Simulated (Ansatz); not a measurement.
## Group exchange: CH7B2N + Al(CH3)F2 → B2NH5 + C2H5AlF2

Gas-phase species: CH7B2N `BN(B)C`, singlet; Al(CH3)F2, singlet; B2NH5 `BNB`, singlet; C2H5AlF2 `C[CH2][Al]([F])[F]`, singlet. The partners trade CH3 for H: N–CH3 and C–H bonds give way to N–H and C–CH3.

Shapes, held fixed at every level: PBE0-D4/def2-TZVP. Programs: Ansatz 0.2.0. Electronic energies: no zero-point or thermal term.

```
               level                   kind  ΔE (kJ/mol)  less CCSD(T)/CBS estimate
    SPW92/def2-TZVPP                    LDA        -12.4                       +4.1
   PBE-D4/def2-TZVPP                    GGA        -16.8                       -0.3
r2SCAN-D4/def2-TZVPP               meta-GGA        -17.0                       -0.5
  PBE0-D4/def2-TZVPP          global hybrid        -18.1                       -1.6
    CCSD(T)/def2-SVP  coupled cluster or CI        -18.6                       -2.1
  CCSD(T)/def2-TZVPP  coupled cluster or CI        -16.0                       +0.5
CCSD(T)/CBS estimate  coupled cluster or CI        -16.5                        0.0
```

The highest level, CCSD(T)/CBS estimate, gives ΔE = -16.5 kJ/mol; the levels span -18.6 to -12.4. The column of differences is taken from that level and isn't an error. No measured value is set beside it here. The CBS estimate extrapolates MP2 from def2-TZVPP and def2-QZVPP and adds CCSD(T) − MP2 in the triple-zeta set, cores frozen.

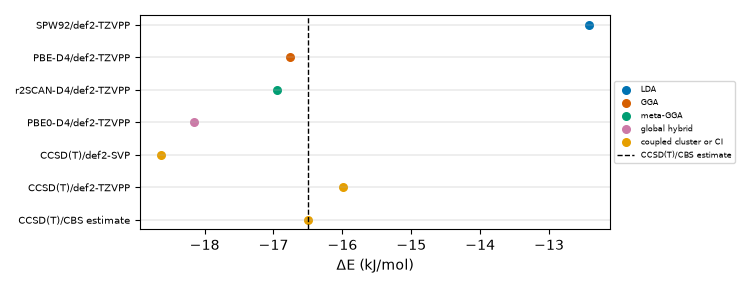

The values of the table, level by level.
